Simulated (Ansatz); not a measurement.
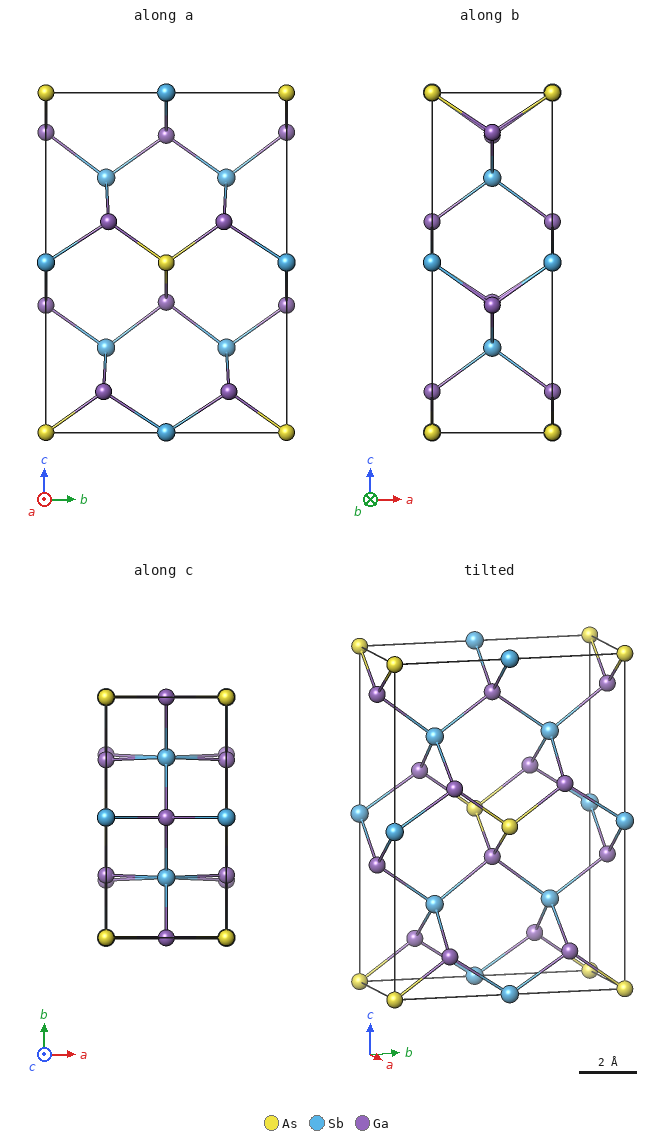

Shown here is a ball-and-stick view of the crystal, taken along the a axis, along the b axis, along the c axis and slightly off an axis. Lines trace the edges of the conventional unit cell.

Lattice parameters: a = 4.2625 Å, b = 8.5207 Å, c = 12.0320 Å, α = 90.000°, β = 90.000°, γ = 90.000°.

> Express the structure as a CIF with its space group and independent sites, with free fractional coordinates to two decimals.

```cif
data_structure
_symmetry_space_group_name_H-M 'A m m 2'
_symmetry_Int_Tables_number 38
_cell_length_a 4.2625
_cell_length_b 8.5207
_cell_length_c 12.0320
_cell_angle_alpha 90.000
_cell_angle_beta 90.000
_cell_angle_gamma 90.000
_cell_volume 437.00
loop_
_atom_site_label
_atom_site_type_symbol
_atom_site_symmetry_multiplicity
_atom_site_Wyckoff_symbol
_atom_site_fract_x
_atom_site_fract_y
_atom_site_fract_z
_atom_site_occupancy
As1 As 2 a 0.00 0.50 0.50 1
Sb1 Sb 4 e 0.50 0.25 0.75 1
Sb2 Sb 2 a 0.00 0.50 0.00 1
Ga1 Ga 2 b 0.50 0.50 0.38 1
Ga2 Ga 4 d 0.00 0.76 0.12 1
Ga3 Ga 2 b 0.50 0.50 0.87 1
```

It goes back to a structure type filled with these elements by a generator (whether the compound takes this form wasn't checked). Earlier steps of the study, as a rule a relaxation of our own, may have changed the cell and positions, so they can lie some per cent off the listed ones. It went into a calculation with Ansatz.
